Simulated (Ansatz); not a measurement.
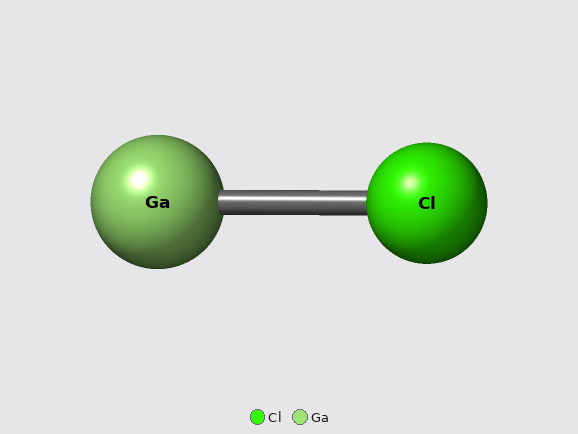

The computed structure is the end point of a PBE-D4/def2-SVP optimisation. No frequency run is at hand to confirm it as a minimum. Properties computed with RKS PBE-D4/def2-SVP (Ansatz 0.2.0).

What does the calculation give?

The species is GaCl (`[Cl][Ga]`).
- dipole moment: 1.89 D
